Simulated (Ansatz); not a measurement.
Cubic perovskite BaLiF₃ was calculated with PBEsol (plane waves, PAW; Ansatz, a quantum-chemistry and plane-wave program).

Numerical settings: plane-wave cutoff 520 eV, 8×8×8 k mesh, Fermi–Dirac smearing 0.01 eV, scalar-relativistic PAW data made under PBE.

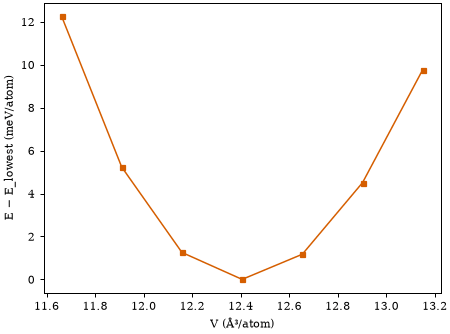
Total energy against volume

Q: From the curve, estimate the equilibrium volume and the bulk modulus.

A: V0 ≈ 12.4 Å³/atom and B0 ≈ 78 GPa; the fit gives V0 = 12.406 Å³/atom, B0 = 78.2 GPa, B′ = 4.8.

Note: the relaxation could not lower the start's symmetry, so the cell can be a saddle point above a distorted one.

Spin–orbit coupling is not included.

Computed values are for the static lattice.
